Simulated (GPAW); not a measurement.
# TiC (Fm-3m): the Ti K absorption edge, part 3 of 4

How does the Ti K edge of TiC (Fm-3m) move when the bonds are compressed or stretched?

GPAW 26.7.0; X-ray absorption from dipole matrix elements to empty bands, plane-wave PAW PBE.

So far. Step 4 (Spectrum with XCH, Ti atom 1): The total-energy difference is 4983.38 eV. One term is added: -22.82 eV, since the hole is spin-paired here and a spin-polarised one costs that much less in the free atom (computed apart). The photon energy is then 4960.56 eV. The tabulated edge of the element is 4966 eV. The functional leaves an error of a few eV in such absolute values. Step 6 (Spectrum with XCH, Ti atom 1): Against the first run the r.m.s. difference is 15 %. A shift of +0.6 eV leaves 8 %.

The database entry behind the starting cell differs from later determinations by our own check (0.1 to 0.3 % short, probably kX units), so it need not match the best structure at ambient conditions.

## 8. Spectrum with XCH, Ti atom 1

Shorter bonds are expected to push antibonding states and scattering resonances up, and longer ones down; the cell is scaled to test that.

Changed against the first core-hole run: volume scale from 1 to 0.97.

Input file xas.py:

```python
import numpy as np
from ase import Atoms
from ase.parallel import parprint, paropen
from gpaw import GPAW, PW, FermiDirac, Mixer, MixerDif, setup_paths
from gpaw.test import gen
setup_paths.insert(0, '.')
gen('Ti', name='fch1s', xcname='PBE', corehole=(1, 0, 1), write_xml=True)
from gpaw.mpi import world
world.barrier()

atoms = Atoms('Ti8C8',
    cell=[[0, 4.2749748, 4.2749748],
     [4.2749748, 0, 4.2749748],
     [4.2749748, 4.2749748, 0]],
    scaled_positions=[[0, 0, 0],
     [0, 0, 0.5],
     [0, 0.5, 0],
     [0.5, 0, 0],
     [0, 0.5, 0.5],
     [0.5, 0, 0.5],
     [0.5, 0.5, 0],
     [0.5, 0.5, 0.5],
     [0.25, 0.25, 0.25],
     [0.25, 0.25, 0.75],
     [0.25, 0.75, 0.25],
     [0.75, 0.25, 0.25],
     [0.25, 0.75, 0.75],
     [0.75, 0.25, 0.75],
     [0.75, 0.75, 0.25],
     [0.75, 0.75, 0.75]],
    pbc=True)
atoms.calc = calc = GPAW(legacy_gpaw=True, mode=PW(430, force_complex_dtype=True), xc='PBE', setups={0: 'fch1s'},
    kpts={'size': (5, 5, 5), 'gamma': True}, occupations=FermiDirac(0.1),
    charge=-1, mixer=Mixer(0.1, 5, 50), maxiter=150,
    convergence={'density': 0.0001, 'eigenstates': 1e-6}, txt='scf.txt')
energy = atoms.get_potential_energy() + calc.get_reference_energy()
ef = calc.get_fermi_level()
out = dict(energy=energy, fermi=ef, forces=atoms.get_forces().tolist())
parprint(f'all-electron energy {energy:.4f} eV, Fermi level {ef:.4f} eV')
ev = np.array([[calc.get_eigenvalues(k, s) for k in range(len(calc.get_ibz_k_points()))] for s in range(calc.get_number_of_spins())])
out['homo'], out['lumo'], out['counts'] = ev[ev < ef].max(), ev[ev > ef].min(), sorted(set((ev < ef).sum((0, 2)).tolist()))
out['filled'] = (ev[:, 0] < ef).sum(1).tolist()

from ase.units import Ha
from gpaw.xas import dipole_matrix_elements
nb = int(calc.get_number_of_electrons() / 2) + 136
top, nb = nb, nb + 8 + nb // 12
nscf = calc.fixed_density(kpts={'size': (7, 7, 7), 'gamma': True}, nbands=nb,
    convergence={'bands': top, 'eigenstates': 5e-3}, maxiter=60, txt='nscf.txt')
cell = atoms.cell.array
ops = [cell.T @ U.T @ np.linalg.inv(cell.T) for U in nscf.wfs.kd.symmetry.op_scc]
E = np.arange(-6, 34, 0.1)
fwhm = np.interp(E, [4, 25], [0.94, 3.5])
Y, X, zero, highest = 0, 0, 1e9, 1e9
for spin in range(nscf.get_number_of_spins()):
    wfs = nscf.wfs
    mine = wfs.bd.get_slice()  # this rank's bands
    A = dipole_matrix_elements(wfs.setups[0])
    eps = np.zeros((wfs.kd.nibzkpts, nb))
    d = np.zeros((3, A.shape[1], wfs.kd.nibzkpts, nb), complex)
    for kpt in wfs.kpt_u:
        if kpt.s == spin and 0 in kpt.P_ani:
            eps[kpt.k, mine] = kpt.eps_n * Ha
            d[:, :, kpt.k, mine] = (kpt.weight * wfs.nspins / 2) ** 0.5 * np.inner(A, kpt.P_ani[0])
    world.sum(eps)
    world.sum(d)
    T = np.einsum('amkn,bmkn->abkn', d, d.conj()).real
    T = sum(np.einsum('ai,ijkn,bj->abkn', R, T, R) for R in ops) / len(ops)
    empty = eps > ef
    zero, highest = min(zero, eps[empty].min()), min(highest, eps[:, top - 1].min())
    lines = [(eps, T, empty)] if spin == 0 else lines + [(eps, T, empty)]
for eps, T, empty in lines:
    f = np.einsum('aakn->akn', T).reshape(3, -1)
    x = eps.ravel() - zero
    w = np.interp(x, E, fwhm) / 2.35482
    g = np.exp(-0.5 * ((E[:, None] - x) / w) ** 2) / (w * (2 * np.pi) ** 0.5)
    Y = Y + (f * empty.ravel()) @ g.T
    X = X + (f * ~empty.ravel()) @ g.T
out.update(E=E.round(2).tolist(), xas=Y.tolist(), xes=X.tolist(), zero=zero, valid=highest - zero, nk=len(eps), nb=nb)
for i in range(0, len(E), 10):
    parprint(f'{E[i]:7.2f}', *(f'{v:10.3e}' for v in Y[:, i]))
import json
with paropen('out.json', 'w') as f:
    json.dump(out, f)
```

Started as:

```sh
$ OMP_NUM_THREADS=1 mpirun -n 4 gpaw python xas.py
```

Numbers of over 12 decimals in the logs are rounded to 6 here.

What it wrote:

```text
Input parameters:
  charge: -1
  convergence: {density: 0.0001,
                eigenstates: 1e-06}
  kpts: {gamma: True,
         size: (5, 5, 5)}
  maxiter: 150
  mixer: {backend: pulay,
          beta: 0.1,
          method: separate,
          nmaxold: 5,
          weight: 50}
  mode: {ecut: 430.0,
         force_complex_dtype: True,
         name: pw}
  occupations: {fixmagmom: False,
[...]
*d    :     0.343888
--------------------------------

Diagonalizing with gridspacing h=0.050

state   all-electron     PAW
-------------------------------
3s:      -2.998602    -2.998884
3p:      -2.109826    -2.110472
3d:      -0.656112    -0.656704
*f:                   -0.028297
-------------------------------
all-electron energy -189169.1806 eV, Fermi level 10.8487 eV
[...]
32.00  5.309e-07  5.309e-07  5.309e-07
  33.00  4.970e-07  4.970e-07  4.970e-07
[key lines of the parts left out:]
Converged after 25 iterations.
Dipole moment: (0.000000, 0.000000, 0.000000) |e|*Ang
Free energy:   -151.687153
Fermi level: 10.84874
```

Wall time 1.8 min (4 MPI ranks of Arm Neoverse V2, shared host); peak memory 0.42 GiB; 7.2 min of CPU time.

| E (eV) | first run | this run |
| --- | --- | --- |
| -2.0 | 0.00 | 0.00 |
| -1.0 | 0.00 | 0.00 |
| 0.0 | 0.16 | 0.16 |
| 1.0 | 0.14 | 0.15 |
| 2.0 | 0.15 | 0.15 |
| 3.0 | 0.32 | 0.30 |
| 4.0 | 0.38 | 0.43 |
| 5.0 | 0.39 | 0.35 |
| 6.0 | 0.55 | 0.56 |
| 7.0 | 0.31 | 0.43 |
| 8.0 | 0.10 | 0.12 |
| 9.0 | 0.26 | 0.22 |
| 10.0 | 0.60 | 0.52 |
| 11.0 | 1.00 | 0.92 |
| 12.0 | 1.15 | 1.16 |
| 13.0 | 1.37 | 1.30 |
| 14.0 | 1.87 | 1.77 |
| 15.0 | 1.93 | 1.98 |
| 16.0 | 1.92 | 1.91 |
| 17.0 | 2.21 | 2.11 |
| 18.0 | 2.35 | 2.35 |
| 19.0 | 2.04 | 2.23 |
| 20.0 | 1.61 | 1.82 |
| 21.0 | 1.37 | 1.51 |
| 22.0 | 1.19 | 1.32 |
| 23.0 | 1.02 | 1.13 |
| 24.0 | 0.91 | 0.98 |
| 25.0 | 0.87 | 0.90 |
| 26.0 | 0.92 | 0.89 |
| 27.0 | 1.10 | 0.99 |
| 28.0 | 1.37 | 1.23 |
| 29.0 | 1.54 | 1.49 |
| 30.0 | 1.53 | 1.59 |
| 31.0 | 1.42 | 1.52 |
| 32.0 | 1.31 | 1.40 |

The scaled spectrum changes by 7 % r.m.s. The highest intensity below 24 eV goes from 17.8 eV (2.36) to 18.2 eV (2.37).

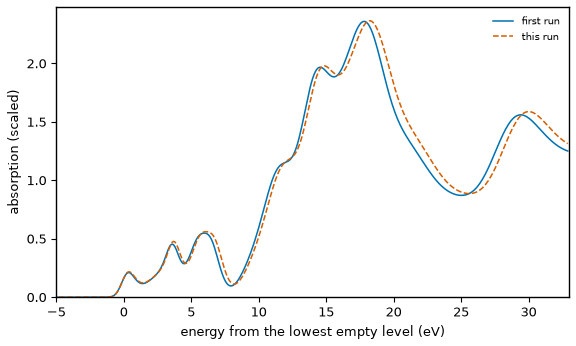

The effect of the change (volume scale from 1 to 0.97).

The photon energy of the zero moves by -0.12 eV.

## 9. Reference energy of the supercell

The cell changes for the next run, so it gets a reference energy of its own.

The cell differs from the one that the last finished run ended in (a 6.046 → 6.168 Å, b 6.046 → 6.168 Å, c 6.046 → 6.168 Å).

Input file scf.py:

```python
import numpy as np
from ase import Atoms
from ase.parallel import parprint, paropen
from gpaw import GPAW, PW, FermiDirac, Mixer, MixerDif, setup_paths
from gpaw.test import gen
setup_paths.insert(0, '.')
gen('Ti', name='nch1s', xcname='PBE', corehole=(1, 0, 0), write_xml=True)
from gpaw.mpi import world
world.barrier()

atoms = Atoms('Ti8C8',
    cell=[[0, 4.3613612, 4.3613612],
     [4.3613612, 0, 4.3613612],
     [4.3613612, 4.3613612, 0]],
    scaled_positions=[[0, 0, 0],
     [0, 0, 0.5],
     [0, 0.5, 0],
     [0.5, 0, 0],
     [0, 0.5, 0.5],
     [0.5, 0, 0.5],
     [0.5, 0.5, 0],
     [0.5, 0.5, 0.5],
     [0.25, 0.25, 0.25],
     [0.25, 0.25, 0.75],
     [0.25, 0.75, 0.25],
     [0.75, 0.25, 0.25],
     [0.25, 0.75, 0.75],
     [0.75, 0.25, 0.75],
     [0.75, 0.75, 0.25],
     [0.75, 0.75, 0.75]],
    pbc=True)
atoms.calc = calc = GPAW(legacy_gpaw=True, mode=PW(430, force_complex_dtype=True), xc='PBE', setups={0: 'nch1s'},
    kpts={'size': (5, 5, 5), 'gamma': True}, occupations=FermiDirac(0.1),
    charge=0, mixer=Mixer(0.1, 5, 50), maxiter=150,
    convergence={'density': 0.0001, 'eigenstates': 1e-6}, txt='scf.txt')
energy = atoms.get_potential_energy() + calc.get_reference_energy()
ef = calc.get_fermi_level()
out = dict(energy=energy, fermi=ef, forces=atoms.get_forces().tolist())
parprint(f'all-electron energy {energy:.4f} eV, Fermi level {ef:.4f} eV')
ev = np.array([[calc.get_eigenvalues(k, s) for k in range(len(calc.get_ibz_k_points()))] for s in range(calc.get_number_of_spins())])
out['homo'], out['lumo'], out['counts'] = ev[ev < ef].max(), ev[ev > ef].min(), sorted(set((ev < ef).sum((0, 2)).tolist()))
out['filled'] = (ev[:, 0] < ef).sum(1).tolist()
import json
with paropen('out.json', 'w') as f:
    json.dump(out, f)
```

Started as:

```sh
$ OMP_NUM_THREADS=1 mpirun -n 4 gpaw python scf.py
```

What it wrote:

```text
Input parameters:
  convergence: {density: 0.0001,
                eigenstates: 1e-06}
  kpts: {gamma: True,
         size: (5, 5, 5)}
  maxiter: 150
  mixer: {backend: pulay,
          beta: 0.1,
          method: separate,
          nmaxold: 5,
          weight: 50}
  mode: {ecut: 430.0,
         force_complex_dtype: True,
         name: pw}
  occupations: {fixmagmom: False,
                name: fermi-dirac,
[...]
4s(2) :    -0.164137     0.992018
3p(6) :    -1.428160     0.433832
4p(0) :    -0.053893     0.982293
3d(2) :    -0.156485     0.588344
*d    :     0.843515
--------------------------------

Diagonalizing with gridspacing h=0.050

state   all-electron     PAW
-------------------------------
3s:      -2.301366    -2.301666
3p:      -1.428160    -1.428851
3d:      -0.156485    -0.156983
*f:                    0.063889
-------------------------------
all-electron energy -194152.7185 eV, Fermi level 9.9644 eV
[key lines of the parts left out:]
Converged after 25 iterations.
Dipole moment: (-0.000000, -0.000000, -0.000000) |e|*Ang
Free energy:   -139.620611
Fermi level: 9.96445
```

Run time: 40 s. Hardware: 4 MPI ranks; peak memory 0.25 GiB.

Reference energy: -194152.718 eV with the cores included.

## 10. Spectrum with XCH, Ti atom 1

Shorter bonds are expected to push antibonding states and scattering resonances up, and longer ones down; the cell is scaled to test that.

Changed against the first core-hole run: volume scale from 1 to 1.03.

xas.py, as its differences from that of step 8:

```diff
@@ -11,5 +11,5 @@
 atoms = Atoms('Ti8C8',
-    cell=[[0, 4.2749748, 4.2749748],
-     [4.2749748, 0, 4.2749748],
-     [4.2749748, 4.2749748, 0]],
+    cell=[[0, 4.3613612, 4.3613612],
+     [4.3613612, 0, 4.3613612],
+     [4.3613612, 4.3613612, 0]],
     scaled_positions=[[0, 0, 0],
@@ -45,3 +45,3 @@
 from gpaw.xas import dipole_matrix_elements
-nb = int(calc.get_number_of_electrons() / 2) + 136
+nb = int(calc.get_number_of_electrons() / 2) + 142
 top, nb = nb, nb + 8 + nb // 12
```

Started as:

```sh
$ OMP_NUM_THREADS=1 mpirun -n 4 gpaw python xas.py
```

What it wrote:

```text
Input parameters:
  charge: -1
  convergence: {density: 0.0001,
                eigenstates: 1e-06}
  kpts: {gamma: True,
         size: (5, 5, 5)}
  maxiter: 150
  mixer: {backend: pulay,
          beta: 0.1,
          method: separate,
          nmaxold: 5,
          weight: 50}
  mode: {ecut: 430.0,
         force_complex_dtype: True,
         name: pw}
  occupations: {fixmagmom: False,
[...]
*d    :     0.343888
--------------------------------

Diagonalizing with gridspacing h=0.050

state   all-electron     PAW
-------------------------------
3s:      -2.998602    -2.998884
3p:      -2.109826    -2.110472
3d:      -0.656112    -0.656704
*f:                   -0.028297
-------------------------------
all-electron energy -189169.2295 eV, Fermi level 10.0693 eV
[...]
32.00  4.953e-07  4.953e-07  4.953e-07
  33.00  4.818e-07  4.818e-07  4.818e-07
[key lines of the parts left out:]
Converged after 35 iterations.
Dipole moment: (-0.000000, -0.000000, -0.000000) |e|*Ang
Free energy:   -151.738839
Fermi level: 10.06927
```

Wall time 2.3 min (4 MPI ranks); peak memory 0.43 GiB; 9.1 min of CPU time.

| E (eV) | first run | this run |
| --- | --- | --- |
| -2.0 | 0.00 | 0.00 |
| -1.0 | 0.00 | 0.00 |
| 0.0 | 0.16 | 0.15 |
| 1.0 | 0.14 | 0.13 |
| 2.0 | 0.15 | 0.15 |
| 3.0 | 0.32 | 0.34 |
| 4.0 | 0.38 | 0.33 |
| 5.0 | 0.39 | 0.43 |
| 6.0 | 0.55 | 0.53 |
| 7.0 | 0.31 | 0.20 |
| 8.0 | 0.10 | 0.10 |
| 9.0 | 0.26 | 0.32 |
| 10.0 | 0.60 | 0.70 |
| 11.0 | 1.00 | 1.07 |
| 12.0 | 1.15 | 1.14 |
| 13.0 | 1.37 | 1.49 |
| 14.0 | 1.87 | 1.94 |
| 15.0 | 1.93 | 1.88 |
| 16.0 | 1.92 | 2.00 |
| 17.0 | 2.21 | 2.32 |
| 18.0 | 2.35 | 2.26 |
| 19.0 | 2.04 | 1.80 |
| 20.0 | 1.61 | 1.44 |
| 21.0 | 1.37 | 1.25 |
| 22.0 | 1.19 | 1.08 |
| 23.0 | 1.02 | 0.94 |
| 24.0 | 0.91 | 0.87 |
| 25.0 | 0.87 | 0.88 |
| 26.0 | 0.92 | 1.00 |
| 27.0 | 1.10 | 1.24 |
| 28.0 | 1.37 | 1.47 |
| 29.0 | 1.54 | 1.53 |
| 30.0 | 1.53 | 1.45 |
| 31.0 | 1.42 | 1.32 |
| 32.0 | 1.31 | 1.24 |

Against the first run the r.m.s. difference is 7 %. The highest intensity below 24 eV goes from 17.8 eV (2.36) to 17.4 eV (2.36).

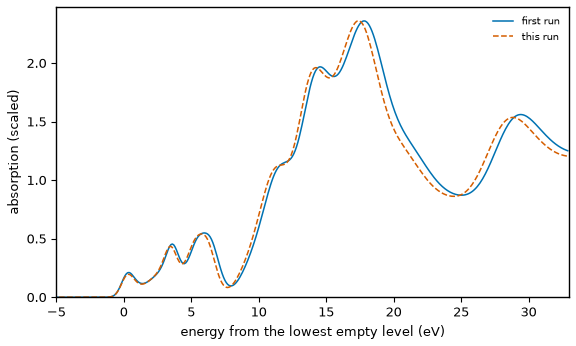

The effect of the change (volume scale from 1 to 1.03).

The photon energy of the zero moves by +0.11 eV.

## 11. Supercell without a hole, the energy reference

The cell changes for the next run, so it gets a reference energy of its own.

The cell differs from the one that the last finished run ended in (a 6.168 → 6.227 Å, b 6.168 → 6.227 Å, c 6.168 → 6.227 Å).

scf.py, as its differences from that of step 9:

```diff
@@ -11,5 +11,5 @@
 atoms = Atoms('Ti8C8',
-    cell=[[0, 4.3613612, 4.3613612],
-     [4.3613612, 0, 4.3613612],
-     [4.3613612, 4.3613612, 0]],
+    cell=[[0, 4.40329993, 4.40329993],
+     [4.40329993, 0, 4.40329993],
+     [4.40329993, 4.40329993, 0]],
     scaled_positions=[[0, 0, 0],
```

Started as:

```sh
$ OMP_NUM_THREADS=1 mpirun -n 4 gpaw python scf.py
```

What it wrote:

```text
Input parameters:
  convergence: {density: 0.0001,
                eigenstates: 1e-06}
  kpts: {gamma: True,
         size: (5, 5, 5)}
  maxiter: 150
  mixer: {backend: pulay,
          beta: 0.1,
          method: separate,
          nmaxold: 5,
          weight: 50}
  mode: {ecut: 430.0,
         force_complex_dtype: True,
         name: pw}
  occupations: {fixmagmom: False,
                name: fermi-dirac,
[...]
4s(2) :    -0.164137     0.992018
3p(6) :    -1.428160     0.433832
4p(0) :    -0.053893     0.982293
3d(2) :    -0.156485     0.588344
*d    :     0.843515
--------------------------------

Diagonalizing with gridspacing h=0.050

state   all-electron     PAW
-------------------------------
3s:      -2.301366    -2.301666
3p:      -1.428160    -1.428851
3d:      -0.156485    -0.156983
*f:                    0.063889
-------------------------------
all-electron energy -194152.5257 eV, Fermi level 9.6080 eV
[key lines of the parts left out:]
Converged after 34 iterations.
Dipole moment: (0.000000, 0.000000, 0.000000) |e|*Ang
Free energy:   -139.428916
Fermi level: 9.60796
```

The job ended after 52 s (4 MPI ranks; peak memory 0.26 GiB).

Reference energy: -194152.526 eV with the cores included.

[end of part 3 of 4]

[Banner, clock and machine lines of the logs are left out without a mark of their own.]

[Logs are printed without paths, hosts, clocks, repeated set-up lines and the standing remarks that a program may print on its own settings, such as how far it seeks lower states.]

[Hosts, paths, dates, database ids (printed as entryN), source tags and the programs' standing remarks are cut or masked in the printed files.]

[Lists of maxima count a maximum above −3 eV only where it reaches 4 % of the highest in the window and stands out from its surroundings by 2 % of it (1.5 % where it reaches 55 %); shoulders and weaker maxima are passed over, and of the rest the first, up to two pre-edge ones and the few strongest are named.]
